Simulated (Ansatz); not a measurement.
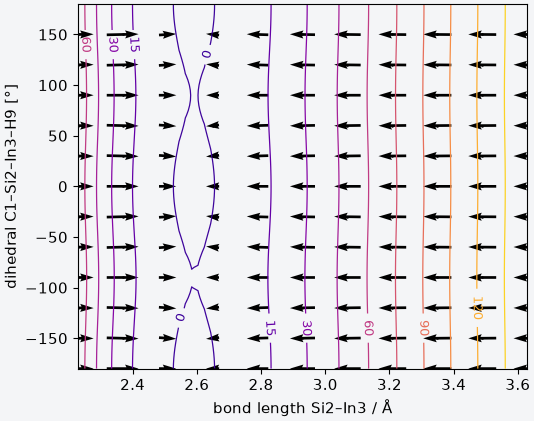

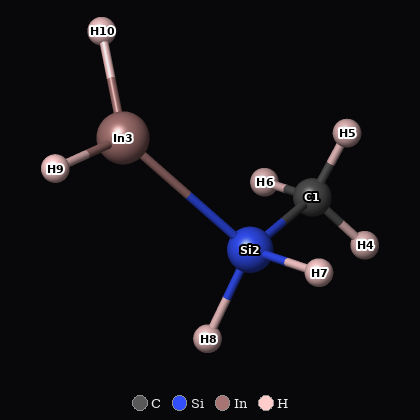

Energy landscape of CH7InSi, SMILES C[SiH2][InH2]. 
- First axis: bond length Si2–In3. Second axis: dihedral C1–Si2–In3–H9.
- Nothing is relaxed (all other coordinates rigid).
- The grid has 11 × 12 points.
- Points are written as (first, second).
- Energies are in kJ/mol, from the relaxed molecule at the same level.
- Computed with RKS PBE0-D4/def2-SVP in Ansatz 0.2.0.

Drawn: contour lines labelled in kJ/mol, dots at the grid points, arrows along the force (downhill), their lengths compressed. Between grid points the surface is interpolated. The second picture is the structure at the lowest point.

Q: Describe this landscape.

A: The lowest grid point is at (2.65 Å, −180°), −0.29 kJ/mol from the relaxed molecule at the same level; the map holds 2 wells of about this depth. The highest grid point, (3.63 Å, −90°), lies 147 kJ/mol above the lowest. On the interpolated surface the easiest way out of the lowest well to a well of about the same depth near (2.65 Å, 0°) passes a barrier of about 1.5 kJ/mol, counted from the interpolated bottom of the well. Round the minimum the two coordinates are nearly uncoupled.

The input of one point:

```yaml
crystal:
  periodic: [false, false, false]
  atoms:
    - { symbol: C, position_ang: [-1.168459, 0.750882, -0.882198] }
    - { symbol: Si, position_ang: [-0.175666, -0.766108, -0.333212] }
    - { symbol: In, position_ang: [1.662438, -0.137428, 1.467715] }
    - { symbol: H, position_ang: [-1.923597, 0.461155, -1.629284] }
    - { symbol: H, position_ang: [-0.514279, 1.510512, -1.336475] }
    - { symbol: H, position_ang: [-1.691545, 1.212599, -0.030986] }
    - { symbol: H, position_ang: [0.468768, -1.388998, -1.536062] }
    - { symbol: H, position_ang: [-1.118681, -1.790372, 0.225162] }
    - { symbol: H, position_ang: [2.720981, -1.340797, 2.147568] }
    - { symbol: H, position_ang: [1.846192, 1.493054, 2.049628] }
basis:
  gaussian: { orbitals: def2-SVP }
hamiltonian:
  xc: pbe0
  dispersion: d4
output:
  forces: true
```

Each point was launched as `ansatz run input.yaml --threads 1 --pin off --max-ram 2560MiB --backend cpu --events-out ev --progress --plain --runs-dir out`. The whole map (132 points run) took 10 min on 1 thread of Arm Neoverse V2, on a shared host.
